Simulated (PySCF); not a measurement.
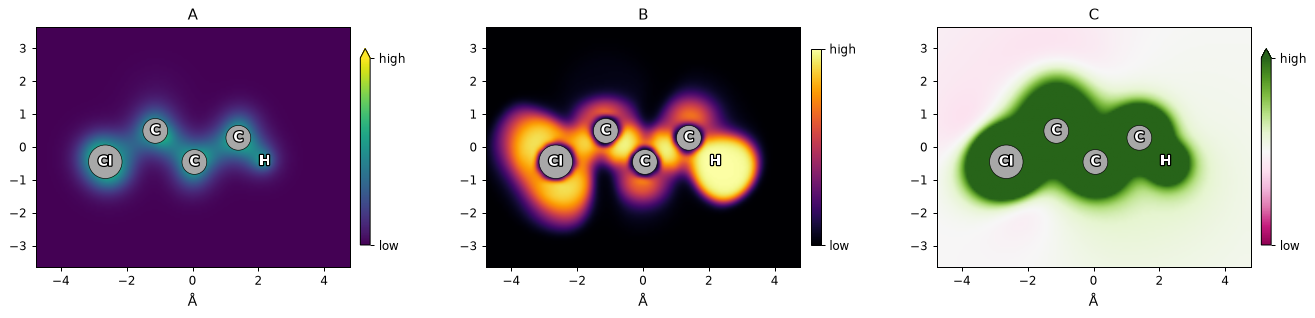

C₃H₅Cl₃ (SMILES CCC(Cl)(Cl)Cl): 3 fields on the plane of atoms C1, C2 and C3, with unlabelled colour scales. Grey discs cover the atomic cores.

Geometry: GFN2-xTB, NEB image 0 of 0 to 8.

These are results of PBE0/pcSseg-1, SCF density, gas phase, non-relativistic (PySCF), not measurements.

```xyz
11

C    -1.3066    0.2279    0.3906
C    -0.0830   -0.6398    0.1218
C     1.1929    0.1705   -0.0197
Cl    1.0845    1.3142   -1.3751
Cl    2.5718   -0.9189   -0.3289
Cl    1.5429    1.0900    1.4596
H    -1.1847    0.7880    1.3133
H    -1.4666    0.9287   -0.4239
H    -2.1850   -0.4049    0.4818
H     0.0610   -1.3473    0.9411
H    -0.2219   -1.2058   -0.8016
```

Q: Match the panels to the quantities (electron density, electron localisation function and electrostatic potential).

A: Panel A: electron density. Panel B: electron localisation function. Panel C: electrostatic potential (strongly positive close to the atoms and fading to about zero outside). From the grid: C–C (1.52 Å): ρ is about 1.7 e/Å³ halfway; the ELF peaks at about 0.95 between the atoms: localised, covalent bonding. C–Cl (1.78 Å): the density is about 1.3 e/Å³ at the midpoint; the ELF peaks at about 0.90 between the atoms, as expected for a covalent bond.
